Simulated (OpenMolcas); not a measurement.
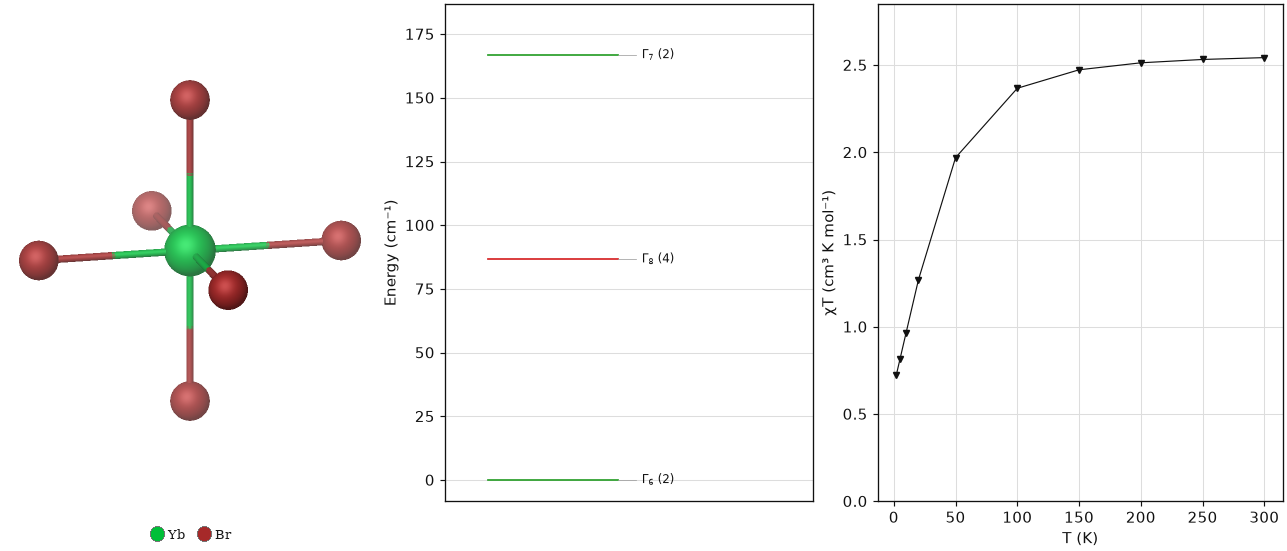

Yb³⁺ (4f¹³) as a dopant in Cs₂NaYBr₆, a cluster with its 6 nearest Br⁻ at 2.773 Å (octahedron) embedded in model potentials and point charges; the geometry was set, not optimised, and its levels and susceptibility. Labels give the representation in O, Td, D4 or D3 as the site allows (double group for half-integer spin) where it could be assigned and, in brackets, the degeneracy; spin-free states, where drawn, share the zero of the spin-orbit levels. The calculation used state-averaged CASSCF, active space 13 electrons in the shell 4f, basis ANO-RCC-VDZP on all atoms, DKH2 scalar Hamiltonian, spin-orbit coupling by RASSI with atomic mean-field integrals (OpenMolcas). Powder susceptibility by Van Vleck's formula.

### What does the figure show?

The ground level is Γ₆, a Kramers doublet, 100 % from states of spin multiplicity 2. Its principal g values are 2.66, 2.66 and 2.66, isotropic. The next level lies at 87 cm⁻¹ (Γ₈). The lowest J multiplet spreads over 167 cm⁻¹. χT is 0.723 cm³ K mol⁻¹ at 2 K and 2.54 at 300 K, an effective moment of 4.51 μB. The active orbitals hold 100 % metal character (Löwdin), and the Mulliken charge of the metal is +1.36.

Known limits: covalent bonds, ligand orbitals missing from the active space; the geometry is set by hand, with no relaxation and no charge compensation.
